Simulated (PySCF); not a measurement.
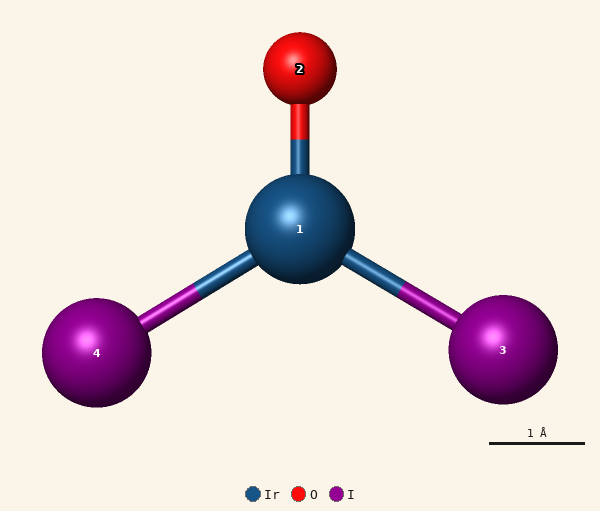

The structure (ball-and-stick view, seen on its broad side; atoms are numbered from 1 in the order of the input). Sticks mark near contacts. Bond lengths as drawn: Ir–O 1.70 Å and I–Ir 2.54 Å.

## IrOI₂: frequency calculation

The run: frequency calculation of IrOI₂, multiplicity 2. Method and program: UKS-based PBE, Ir def2-SVP with ECP60, O def2-SVP, I def2-SVP with ECP28; non-relativistic Hamiltonian with a scalar-relativistic core potential; density fitting (PySCF 2.14.0).

Input file:
```python
from pyscf import gto, scf, dft
mol = gto.M(atom='''
Ir     0.000000     0.000000    -0.655330
O      0.000000     0.000000    -2.358569
I     -2.177467     0.000000     0.646378
I      2.177467     0.000000     0.646378''',
    basis={'Ir': 'def2-SVP', 'O': 'def2-SVP', 'I': 'def2-SVP'},
    ecp={'Ir': 'def2-SVP', 'I': 'def2-SVP'},
    charge=0, spin=1)
mf = dft.UKS(mol, xc='PBE')
mf.grids.atom_grid = (75, 302)
aux = {'Ir': 'def2-universal-JKFIT', 'O': 'def2-universal-JKFIT', 'I': 'def2-universal-JKFIT'}
mf = mf.density_fit(auxbasis=aux)
mf.conv_tol = 1e-09
mf.diis_space = 10
mf.max_cycle = 60
mf.verbose = 4
mf.kernel()
```

The script is an equivalent of the set-up of the self-consistent field. The run itself was carried out by a driver, which started from the orbitals of the step before it where there was one and computed the further properties.

Launch command:
```bash
OMP_NUM_THREADS=4 python axn.py task.json out
```

The program's output:
```
init E= -774.918934812242
  alpha nocc = 38  HOMO = -0.211605391133982  LUMO = -0.16819483387604
  beta  nocc = 37  HOMO = -0.217417685130586  LUMO = -0.174504981759913
  HOMO = -0.211605391134  LUMO = -0.17450498176  gap/eV = 1.00955
cycle= 1 E= -774.9189348093  delta_E= 2.94e-09  |g|= 6.4e-05  |ddm|= 0.000153
  alpha nocc = 38  HOMO = -0.21160977680527  LUMO = -0.168198834875662
  beta  nocc = 37  HOMO = -0.217425161415314  LUMO = -0.174509177827882
  HOMO = -0.211609776805  LUMO = -0.174509177828  gap/eV = 1.00956
cycle= 2 E= -774.918934771801  delta_E= 3.75e-08  |g|= 0.000257  |ddm|= 0.000475
  alpha nocc = 38  HOMO = -0.211607096887885  LUMO = -0.168196279178722
  beta  nocc = 37  HOMO = -0.217417771488414  LUMO = -0.174506960331174
  HOMO = -0.211607096888  LUMO = -0.174506960331  gap/eV = 1.00955
cycle= 3 E= -774.918934809501  delta_E= -3.77e-08  |g|= 7.57e-05  |ddm|= 0.00031
  alpha nocc = 38  HOMO = -0.21160576231253  LUMO = -0.168195140416053
  beta  nocc = 37  HOMO = -0.217418649549209  LUMO = -0.174505290215947
  HOMO = -0.211605762313  LUMO = -0.174505290216  gap/eV = 1.00956
cycle= 4 E= -774.918934812527  delta_E= -3.03e-09  |g|= 7.72e-06  |ddm|= 8.84e-05
  alpha nocc = 38  HOMO = -0.211606348104375  LUMO = -0.168195663643562
  beta  nocc = 37  HOMO = -0.217418919636753  LUMO = -0.174505941878087
  HOMO = -0.211606348104  LUMO = -0.174505941878  gap/eV = 1.00955
cycle= 5 E= -774.918934812565  delta_E= -3.8e-11  |g|= 1.98e-07  |ddm|= 9.72e-06
  alpha nocc = 38  HOMO = -0.211606321889685  LUMO = -0.168195652428287
  beta  nocc = 37  HOMO = -0.217418921403737  LUMO = -0.174505911703281
  HOMO = -0.21160632189  LUMO = -0.174505911703  gap/eV = 1.00955
Extra cycle  E= -774.918934812567  delta_E= -2.05e-12  |g|= 3.46e-07  |ddm|= 7.78e-07
converged SCF energy = -774.918934812567  <S^2> = 0.75401451  2S+1 = 2.0040105
```

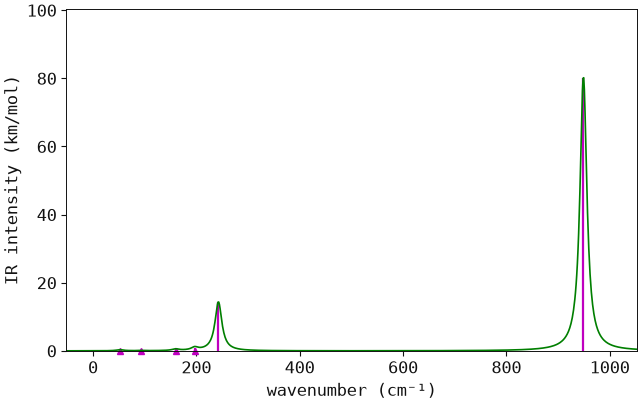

Harmonic infrared spectrum, unscaled: sticks (degenerate modes added up, dark ones marked on the axis) with a Lorentzian envelope of 16 cm⁻¹ full width, scaled to the tallest stick. 6 modes from 52 to 949 cm⁻¹, none imaginary. The strongest line is at 949 cm⁻¹ (80 km/mol). All modes, in cm⁻¹ (km/mol): 52 (0.3), 94 (0.1), 160 (0.4), 197 (0.8), 243 (14.3), 949 (80).

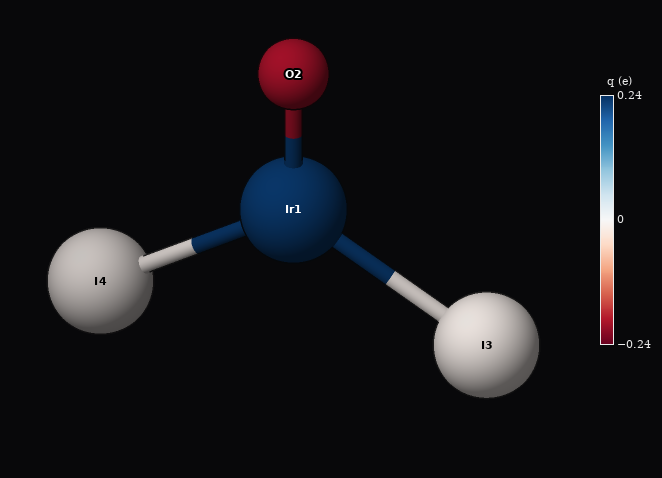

Mulliken charges, as the colour of each atom (ball-and-stick view, seen at a tilt; atoms are numbered from 1 in the order of the input). By element: Ir +0.23, O −0.21 and I −0.01 e.

Results in brief:

- outcome: converged
- total energy: −774.918935 hartree
- ⟨S²⟩: 0.754
- zero-point energy: 0.003860 hartree
- dipole moment: 1.47 D
- wavenumbers, lowest and highest: 52 and 949 cm⁻¹
- hardware: 4 threads of Intel Xeon @ 2.50GHz (Skylake/Cascade Lake), 189 GiB of memory available, shared host
- wall time: 3.3 min (CPU time 9.1 min)
- peak memory: 1 GiB
